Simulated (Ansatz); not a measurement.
The crystal is Zn3SbN3 (Cm).

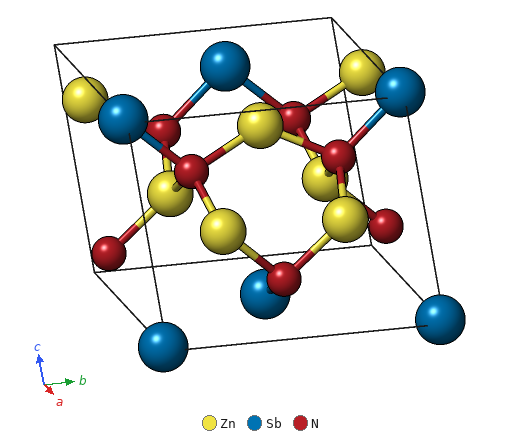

The structure (zinc yellow, antimony blue, nitrogen red). Bonds to atoms that aren't drawn are left out. Some periodic images of atoms are drawn too.

It takes space group Cm (No. 8, monoclinic). The conventional cell has a = 6.788 Å, b = 6.566 Å, c = 5.577 Å, α = 90.00°, β = 125.21°, γ = 90.00°. Nearest to Zn lie 3 N at 1.95 to 1.96 Å. Nearest to Zn lie 3 N at 1.97 to 2.00 Å. Sb has 3 N at 2.04 to 2.06 Å nearest. N has 3 Zn at 1.96 to 2.00 Å and 1 Sb at 2.06 Å nearest. Nearest to N lie 3 Zn at 1.95 to 1.97 Å and 1 Sb at 2.04 Å. Farther neighbours and most contacts between anions are not listed.

```xyz
7
Lattice="3.3939 -3.2832 0.0000 3.3939 3.2832 0.0000 -3.2156 0.0000 4.5561" Properties=species:S:1:pos:R:3 pbc="T T T"
Zn    3.9825    0.0000    0.5380
Zn    1.9629   -1.4484    2.3684
Zn    1.9629    1.4484    2.3684
Sb    0.4030    0.0000    0.0110
N     3.6280    1.7435    1.3663
N     3.6280   -1.7435    1.3663
N     2.1311    0.0000    3.7004
```

The cell and positions are those that the Materials Project relaxed with its own functionals (PBE, PBE+U or r2SCAN), kept fixed. At the settings of the band run the largest force is still 0.32 eV/Å. Spin-orbit coupling is left out unless a run names it.

Gaps computed with Ansatz 0.2.0 without a self-energy: LDA 1.36 eV, PBEsol 1.32 eV, PBE 1.37 eV, r2SCAN 1.67 eV, HSE06 2.35 eV, PBE0 3.03 eV and DDH-PBE0 2.18 eV.

**Question.** Estimate the G0W0@PBE gap with 4×4×4 mesh, 804 empty bands, screening to 230 eV, PAW set soft_1 files.

About 2.13 eV: on its mesh the run moves the gap from 1.43 eV by +0.75 eV, and the mesh misses the edges by 0.06 eV. Among the scalar-relativistic levels given, DDH-PBE0 is nearest (+0.05 eV). Bands and cutoff are finite, so the gap is not at the basis limit. The miss can reach some tenths of an eV and take either sign; the mesh is an error of its own. A d shell, filled or nearly so, lies near the gap. One-shot GW converges very slowly in bands there, not always from below, and on a semilocal start the gap tends to come out low; starts rich in exact exchange can overshoot instead. The many-body steps are scalar-relativistic: spin-orbit coupling is not in them.

[Paths, hosts, dates, memory and timing lines, banners, echoed tables and standing remarks are left out of the program output.]

[Logs are printed without paths, hosts, clocks, repeated set-up lines and the standing remarks that a program may print on its own settings, such as how far it seeks lower states.]

[Runs of the session that timed out or met a known fault of the program may be left out.]

[Cells called generated may have been cut or substituted from an entry of the Crystallography Open Database or the Materials Project.]

[Hosts, paths, dates, database ids (printed as entryN), source tags and the programs' standing remarks are cut or masked in the printed files.]
